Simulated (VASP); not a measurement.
Band structure of WSe$_{2}$ (2H layered). Level of theory: r2SCAN+rVV10, VASP's PBE PAW potentials (set 64) (plane waves; VASP).

The path is coarsely sampled, so an indirect gap can come out somewhat too large. Unless said otherwise, spin-orbit coupling is left out, though it shifts the bands of the heavy elements here.

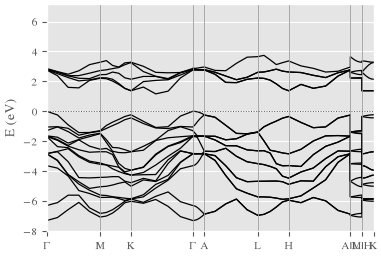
Figure: Bands along high-symmetry lines, zero at the valence-band maximum or, without a gap, the Fermi level

Question: Read the plot: is there a gap, and where are the band edges?

Answer: The gap is indirect, 1.16 eV, from the valence maximum at Γ to the conduction minimum at K-Γ at 0.40.

The compound is WSe2 in the 2H layered structure. It was relaxed first.
